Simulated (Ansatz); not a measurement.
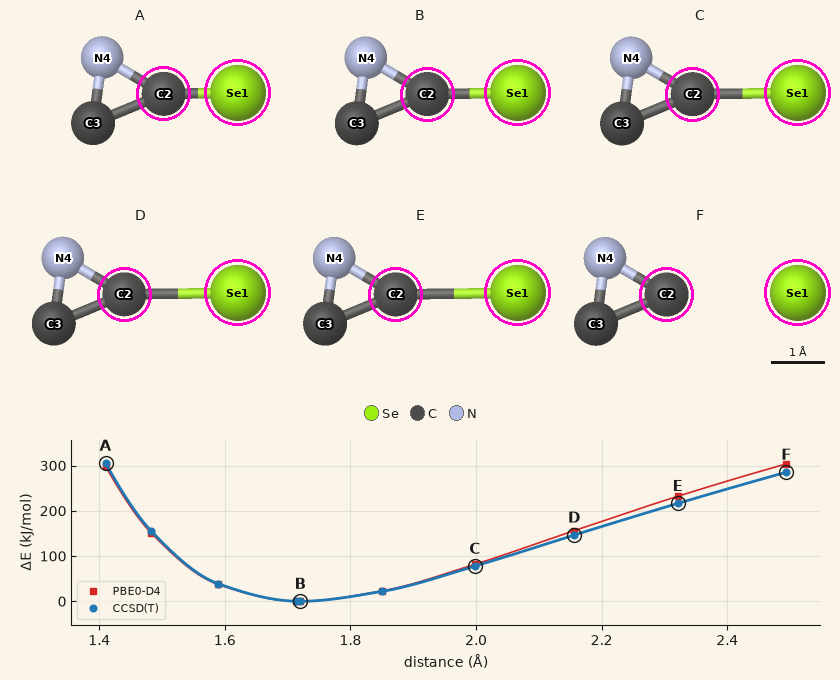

Energy scan for C$_{2}$NSe (multiplicity 2), in which the Se1–C2 distance is varied, with the rest of the molecule carried along rigidly. The lettered frames are marked on the plot, at the values of CCSD(T). The picture is a ball-and-stick view, seen at a tilt. The ringed atoms are those of the scanned coordinate.

Levels of theory: CCSD(T), PBE0-D4 (def2-TZVPP, Ansatz), on geometries moved rigidly from the minimum at PBE0-D4/def2-TZVP. Coupled cluster with a frozen core. Energies are counted from the PBE0-D4/def2-TZVP minimum geometry at the same level.

### Read off the main features of the energy profile.

With CCSD(T): of the computed points the lowest is at the distance 1.720 Å, 0 kJ/mol. At the ends of the scan the energy is 305 kJ/mol (1.410 Å) and 285 kJ/mol (2.494 Å). The curvature at the lowest point is about 37 eV/Å² (5.9 mdyn/Å). The well is steeper on the short side, as for any bond. At 1.410 Å the levels give PBE0-D4 298 kJ/mol, CCSD(T) 305 kJ/mol. ⟨S²⟩ varies from 0.77 to 1.35, most between 2.321 Å and 2.494 Å, a sign that the unrestricted solution changes its character.
